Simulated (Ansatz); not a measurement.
C2H3Te (charge −1): geometry relaxation (part 2 of 2)

Continued. System: C2H3Te, charge −1. Method: RKS PBE-D4/def2-SVPD (Ansatz 0.2.0). 

Geometry of the input (Å):
```
C  1.5783  -0.6862  0.7611
C  -0.0809  0.5362  -0.1129
Te -0.2513  -0.7933  -0.6227
H  -1.3391  -1.5979  0.3899
H  0.4287  1.2769  -0.7282
H  -0.7133  0.9849  0.6643
```

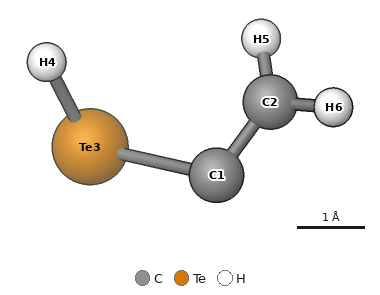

Figure 1. The geometry at step 17 of the log (ball-and-stick view, seen at a tilt; atoms are numbered from 1 in the order of the input).

## Trajectory as extended XYZ, continued
```
6
Properties=species:S:1:pos:R:3:forces:R:3 step=6 energy=-9407.27916
C     1.2694   -0.2440    0.5230    2.8865  -2.4864   1.2736
C     0.2895    0.5791    0.1503   -2.7797   3.5919  -1.1916
Te   -0.0116   -1.3705   -0.7312   -0.1398  -1.1926  -0.3495
H    -1.6312   -1.4249    0.3451    0.0184   0.0354  -0.1723
H     0.3443    1.3106   -0.7136   -0.1145   0.0067   0.1081
H    -0.6380    0.8705    0.7778    0.1290   0.0450   0.3316
6
Properties=species:S:1:pos:R:3:forces:R:3 step=7 energy=-9407.41125
C     1.3743   -0.2224    0.5012    0.4999  -0.5886   0.7489
C     0.3156    0.6458    0.1966   -1.1870   0.7565  -0.9741
Te   -0.0156   -1.3951   -0.6087    0.3979  -0.7208  -0.8139
H    -1.7084   -1.4290    0.1606   -0.0977   0.1065   0.3517
H     0.2250    1.2198   -0.7927   -0.0775   0.0320   0.6215
H    -0.5685    0.9016    0.8945    0.4644   0.4144   0.0659
6
Properties=species:S:1:pos:R:3:forces:R:3 step=8 energy=-9407.53860
C     1.3047   -0.2883    0.5468   -0.9594   0.2137  -0.1536
C     0.2158    0.5886    0.1454    0.5200   1.3928   0.3744
Te    0.0284   -1.5071   -0.7076   -0.1701  -0.0182  -0.0630
H    -1.6507   -1.4495    0.1899    0.2678  -0.1098  -0.1370
H     0.2329    1.2979   -0.7687   -0.2756  -1.0157   0.5429
H    -0.5088    1.0790    0.9457    0.6173  -0.4628  -0.5637
6
Properties=species:S:1:pos:R:3:forces:R:3 step=9 energy=-9407.78658
C     1.2360   -0.3163    0.5771   -1.0464   0.5680  -0.1047
C     0.2334    0.6469    0.1891    0.3817   0.9894   0.6378
Te    0.0108   -1.5001   -0.7470   -0.2293  -0.8221  -0.3492
H    -1.6020   -1.5162    0.1515    0.4545   0.0859  -0.2636
H     0.1821    1.2138   -0.8010   -0.3309  -0.6392   0.5271
H    -0.4379    1.1925    0.9818    0.7703  -0.1820  -0.4474
6
Properties=species:S:1:pos:R:3:forces:R:3 step=10 energy=-9408.35882
C     1.1253   -0.3429    0.5988   -1.2583   0.8932   0.1280
C     0.2528    0.7067    0.2384    0.0516   1.3005   0.7504
Te    0.0242   -1.6143   -0.8013   -0.3894  -1.1893  -0.5467
H    -1.5234   -1.5109    0.0768    0.6777  -0.0263  -0.4643
H     0.0754    1.1413   -0.8129   -0.4042  -0.7002   0.8804
H    -0.3318    1.3408    1.0517    1.3226  -0.2779  -0.7478
6
Properties=species:S:1:pos:R:3:forces:R:3 step=11 energy=-9409.03673
C     0.9757   -0.3564    0.6261   -0.8544   0.8397   0.3596
C     0.2997    0.7994    0.2792   -0.8208   0.7622   0.1224
Te    0.0253   -1.7695   -0.8691   -0.1636  -0.5281  -0.2442
H    -1.4471   -1.5430    0.0081    0.4411  -0.1651  -0.4392
H    -0.0228    1.1043   -0.7885   -0.1422  -0.4004   1.1106
H    -0.2085    1.4860    1.0957    1.5399  -0.5084  -0.9092
6
Properties=species:S:1:pos:R:3:forces:R:3 step=12 energy=-9409.43750
C     0.8710   -0.3395    0.6815   -0.5777   0.6130   0.0782
C     0.2836    0.8417    0.2973   -0.6213   0.1311  -0.0701
Te    0.0283   -1.8579   -0.9069    0.4647  -0.1579  -0.1702
H    -1.3913   -1.5848   -0.0739   -0.2514  -0.1240  -0.0676
H    -0.1180    1.0681   -0.7486    0.0220  -0.0658   0.9185
H    -0.0512    1.5932    1.1021    0.9638  -0.3965  -0.6889
6
Properties=species:S:1:pos:R:3:forces:R:3 step=13 energy=-9409.65745
C     0.8362   -0.3162    0.7560   -0.4964   0.2666  -0.4904
C     0.2504    0.8323    0.2999   -0.2021   0.4032   0.5825
Te    0.0801   -1.8502   -0.8952    0.2474  -0.1797   0.1362
H    -1.4288   -1.6455   -0.1810   -0.0675  -0.1292  -0.1294
H    -0.2435    1.0283   -0.6901    0.0879  -0.0129   0.4502
H     0.1282    1.6719    1.0619    0.4308  -0.3481  -0.5490
6
Properties=species:S:1:pos:R:3:forces:R:3 step=14 energy=-9409.78818
C     0.7402   -0.2992    0.7318    0.0416  -0.0435   0.0407
C     0.2202    0.8851    0.3243   -0.0379   0.3738   0.2465
Te    0.1236   -1.9598   -0.8542   -0.1181   0.2901   0.2424
H    -1.4589   -1.7845   -0.2784    0.0743  -0.1494  -0.1681
H    -0.3079    1.1260   -0.6254   -0.0297   0.0296   0.0959
H     0.3052    1.7531    1.0533    0.0699  -0.5006  -0.4573
6
Properties=species:S:1:pos:R:3:forces:R:3 step=15 energy=-9409.83016
C     0.7295   -0.2721    0.7948    0.1038  -0.0814  -0.3730
C     0.2304    0.9037    0.3345   -0.1771   0.1919   0.2094
Te    0.1457   -1.9288   -0.7775   -0.1286   0.0999   0.2719
H    -1.5155   -1.8933   -0.4338    0.0571  -0.0553  -0.0924
H    -0.4365    1.1166   -0.5384    0.2613  -0.0264   0.1145
H     0.4688    1.7946    0.9718   -0.1165  -0.1286  -0.1304
6
Properties=species:S:1:pos:R:3:forces:R:3 step=16 energy=-9409.83012 accepted=F
C     0.7853   -0.2515    0.7629   -0.4062   0.1464  -0.2578
C     0.1814    0.9134    0.3842    0.5069  -0.0662  -0.3014
Te    0.1255   -1.9183   -0.7318    0.0421  -0.0176   0.1555
H    -1.5580   -1.9710   -0.4865    0.0595   0.0653  -0.0345
H    -0.4099    1.1359   -0.5435   -0.0086  -0.0780   0.4315
H     0.4980    1.8122    0.9662   -0.1938  -0.0499   0.0067
6
Properties=species:S:1:pos:R:3:forces:R:3 step=17 energy=-9409.84949
C     0.7646   -0.2653    0.7595   -0.0728   0.0748  -0.2118
C     0.2165    0.9113    0.3482    0.2255  -0.5609   0.1256
Te    0.1353   -1.9265   -0.7420    0.0252   0.0213   0.1390
H    -1.5342   -1.9099   -0.4545   -0.0195   0.0079  -0.0576
H    -0.4116    1.1256   -0.5277   -0.2436   0.0482  -0.2893
H     0.4517    1.7855    0.9680    0.0852   0.4086   0.2940
6
Properties=species:S:1:pos:R:3:forces:R:3 step=18 energy=-9409.85844
C     0.7981   -0.2552    0.7380   -0.3039   0.3090  -0.2348
C     0.1976    0.9166    0.3698    0.5706   0.0086   0.2371
Te    0.1383   -1.9383   -0.6803   -0.0824  -0.0612   0.1391
H    -1.5693   -1.9537   -0.5329    0.1465   0.0792  -0.0706
H    -0.4506    1.1280   -0.5096   -0.1000   0.0043   0.1676
H     0.5083    1.8233    0.9666   -0.2306  -0.3399  -0.2384
6
Properties=species:S:1:pos:R:3:forces:R:3 step=19 energy=-9409.88271
C     0.8160   -0.2462    0.7299   -0.0407  -0.1490  -0.1622
C     0.2051    0.9091    0.3682    0.2259   0.2846   0.1004
Te    0.1458   -1.9413   -0.6371   -0.0689  -0.1488   0.1445
H    -1.5709   -1.9167   -0.5772    0.1378   0.0894  -0.0768
H    -0.4921    1.0981   -0.4762   -0.0924   0.0452   0.1164
H     0.5185    1.8176    0.9439   -0.1617  -0.1214  -0.1224
6
Properties=species:S:1:pos:R:3:forces:R:3 step=20 energy=-9409.95025
C     0.8903   -0.2424    0.6824   -0.3207   0.2765  -0.5216
C     0.2180    0.9060    0.3627   -0.0969  -0.6650  -0.0919
Te    0.1718   -2.0028   -0.4829   -0.4878   0.0139   0.2168
H    -1.5731   -1.7940   -0.7292    0.5769  -0.0038  -0.0540
H    -0.6318    1.0368   -0.3653    0.3002   0.0185   0.3461
H     0.5472    1.8172    0.8838    0.0284   0.3599   0.1046
6
Properties=species:S:1:pos:R:3:forces:R:3 step=21 energy=-9409.96797
C     0.9514   -0.2207    0.5998   -0.4622  -0.2846  -0.2563
C     0.1690    0.8778    0.4145    0.1933   0.0069  -0.5247
Te    0.1732   -2.0620   -0.3213   -0.7779   0.4248  -0.0520
H    -1.5365   -1.6789   -0.8849    0.9081  -0.2421   0.2070
H    -0.7447    0.9801   -0.2520    0.4097  -0.0180   0.5844
H     0.6100    1.8245    0.7954   -0.2709   0.1130   0.0416
6
Properties=species:S:1:pos:R:3:forces:R:3 step=22 energy=-9410.04008
C     0.9166   -0.2567    0.5657   -0.2916   0.7148  -0.2324
C     0.2066    0.8906    0.3413    0.1942  -0.0593   0.4444
Te    0.1393   -2.0292   -0.2604   -0.3429  -0.5309  -0.1788
H    -1.4751   -1.7041   -0.9260    0.2398  -0.0282   0.0434
H    -0.7910    1.0004   -0.1788    0.4656   0.0225   0.1914
H     0.6260    1.8198    0.8096   -0.2651  -0.1189  -0.2679
6
Properties=species:S:1:pos:R:3:forces:R:3 step=23 energy=-9410.08020
C     0.9042   -0.2387    0.5366    0.0755  -0.0527   0.0183
C     0.2036    0.9101    0.3709   -0.1429  -0.0842  -0.0754
Te    0.1096   -2.0747   -0.2561    0.0204   0.0509   0.0421
H    -1.4558   -1.7537   -0.9497   -0.0667  -0.0276  -0.0684
H    -0.7768    1.0430   -0.1557    0.1637   0.0339   0.1264
H     0.6377    1.8346    0.8054   -0.0500   0.0797  -0.0430
6
Properties=species:S:1:pos:R:3:forces:R:3 step=24 energy=-9410.08156
C     0.9124   -0.2268    0.5399   -0.1011  -0.0661  -0.0361
C     0.2059    0.9212    0.3954   -0.0202   0.0414  -0.1387
Te    0.0854   -2.0592   -0.2412    0.1098  -0.1182   0.0419
H    -1.4684   -1.8261   -1.0089   -0.0384   0.0585  -0.0075
H    -0.7791    1.0560   -0.1141    0.1111   0.0389   0.1088
H     0.6662    1.8556    0.7803   -0.0611   0.0456   0.0316
6
Properties=species:S:1:pos:R:3:forces:R:3 step=25 energy=-9410.08442
C     0.9081   -0.2291    0.5333   -0.0187  -0.0795  -0.0527
C     0.2131    0.9238    0.3740   -0.0784   0.0025   0.0466
Te    0.0895   -2.0736   -0.2320    0.0051   0.0381   0.0082
H    -1.4629   -1.8120   -1.0084    0.0265   0.0001   0.0173
H    -0.7860    1.0586   -0.1062    0.1155   0.0376   0.0301
H     0.6607    1.8530    0.7908   -0.0500   0.0012  -0.0496
6
Properties=species:S:1:pos:R:3:forces:R:3 step=26 energy=-9410.08533
C     0.9046   -0.2327    0.5305    0.0061  -0.0435  -0.0031
C     0.2081    0.9207    0.3802   -0.0398  -0.0133  -0.0245
Te    0.0920   -2.0743   -0.2344    0.0288   0.0245   0.0175
H    -1.4581   -1.8046   -1.0011   -0.0258  -0.0021  -0.0120
H    -0.7839    1.0604   -0.1116    0.0726   0.0262   0.0414
H     0.6597    1.8512    0.7878   -0.0420   0.0082  -0.0193
6
Properties=species:S:1:pos:R:3:forces:R:3 step=27 energy=-9410.08583
C     0.9023   -0.2347    0.5300   -0.0020   0.0041  -0.0015
C     0.2101    0.9218    0.3813    0.0029  -0.0015   0.0015
Te    0.0933   -2.0731   -0.2359    0.0049   0.0065   0.0047
H    -1.4629   -1.8170   -1.0033   -0.0047  -0.0005  -0.0029
H    -0.7783    1.0697   -0.1097    0.0018   0.0006   0.0009
H     0.6580    1.8540    0.7890   -0.0029  -0.0092  -0.0027
```

## Key numbers

| quantity | value |
| --- | --- |
| outcome | converged |
| total energy | −9410.0859 eV |
| mean-field energy | −9409.9432 eV |
| dispersion energy | −0.1427 eV |
| SCF solution under orbital rotations | stable |
| largest force (length of the vector) at the end | 0.010 eV/Å |
| wall time | 47 s (CPU time 89 s) |
| peak memory | 0.14 GiB |
